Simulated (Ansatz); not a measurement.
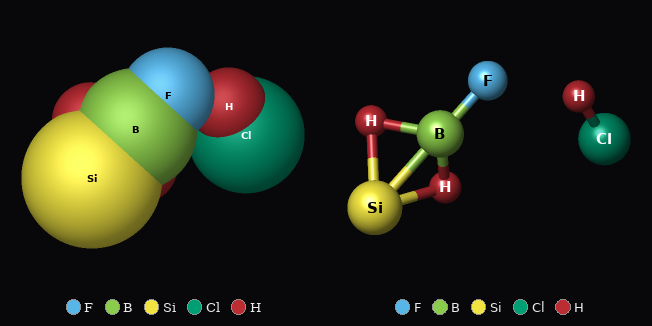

Two views of one molecule.

The geometry was computed by an optimisation with PBE0-D4/def2-TZVP. No frequency run is at hand to confirm it as a minimum.

Identify the structure.

The species is BClFH₃Si. Judged by distances it falls into 2 fragments: BFH2Si, HCl. This geometry has C1 symmetry. Coordination: 1 B see-saw; 1 Si trigonal pyramidal.
